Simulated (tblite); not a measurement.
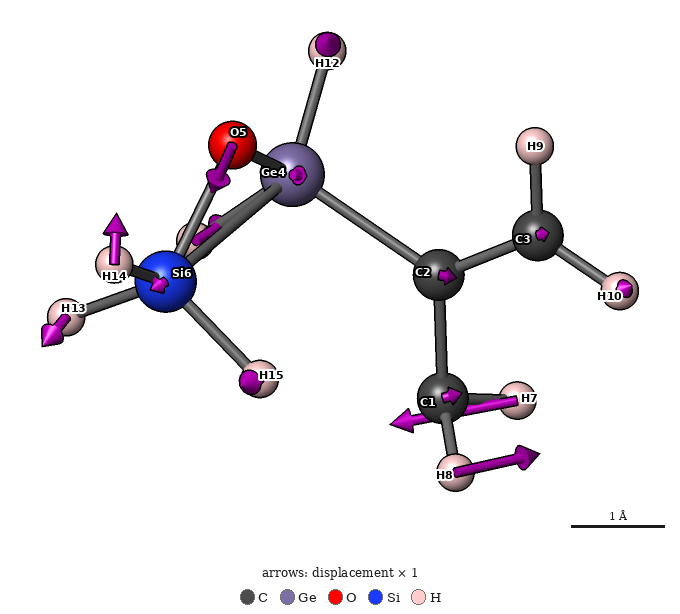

A relaxation of C$_{3}$H$_{9}$GeOSi (multiplicity 2). The starting structure is drawn; purple arrows show the displacements, at their true length. The two geometries are superimposed by the best rigid fit.

Style: ball-and-stick. Shown at a tilt.

Computed with GFN2-xTB geometry optimisation, gas phase in tblite 0.8.0. 

### Describe the change and its energy.

The largest move after the best rigid fit is that of an H atom, 1.42 Å. By element the largest moves are H 1.42 Å, O 0.73 Å, Ge 0.24 Å, C 0.23 Å, Si 0.22 Å. Near-neighbour distances that change, for instance: Ge–Si 2.810 → 3.221 Å, C–C 1.500 → 1.375 Å, O–Si 1.722 → 1.621 Å, C–Ge 1.924 → 1.978 Å. Bond angles that change, for instance: Ge–O–Si 105.8° → 145.9°, C–C–H 110.0° → 121.6°, C–C–H 110.6° → 120.8°. Groups turn about Ge–O by about 30°, C–Ge by about 20°, O–Si by about 20°. After 117 geometry steps the energy has fallen by 35.8 kcal/mol.
